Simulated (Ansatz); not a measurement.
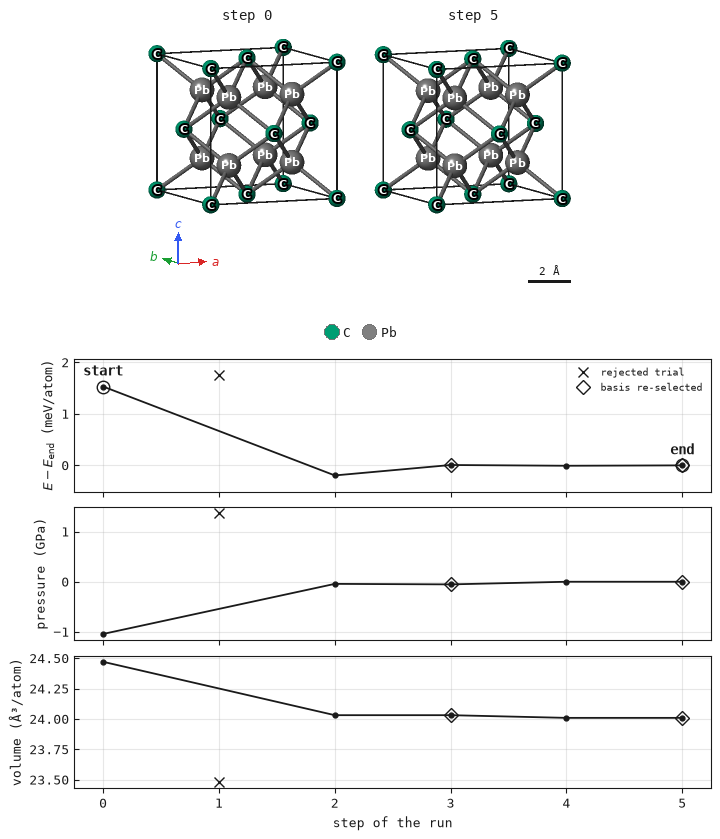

First and last geometry of a relaxation of solid Pb₂C (a generated structure, set up in Fm-3m), with the history of the run. A ball-and-stick model of the conventional cell (4 times the calculation's cell), seen from a free direction. Lengths and directions refer to the drawn axes.

Case: cell and atoms relaxed from a first guess.

These are results of DFT, PBE, PAW with Ansatz's default frozen-core files, scalar-relativistic in Ansatz, not measurements. Set-up: plane-wave cutoff 420 eV; k-point mesh 10 × 10 × 10; occupations fermi dirac; smearing width 0.05 eV; no spin polarisation; cell and atoms relaxed; force threshold 0.005 eV/Å; at most 80 steps.

### Read the history and describe the run.

It converged. No atom moves by more than 0.005 Å relative to the cell. The volume changes by −1.9 %, with a = b = c 6.647 → 6.605 Å (−0.6 %). Near-neighbour distances that change, for instance: C–Pb 2.878 → 2.860 Å. The space group stays Fm-3m (No. 225). After 2 accepted moves (5 points after the start) the energy has fallen by 1.5 meV per atom. All forces vanish by symmetry, so only the cell relaxes. Pressure: −1.04 GPa at the start and 0.00 GPa at the end. The line search rejected the trial step at point 1 of the run. At 2 points the geometry stayed and the basis and grid were re-selected for the new cell (energy shift of 0.2 meV per atom at most each time).
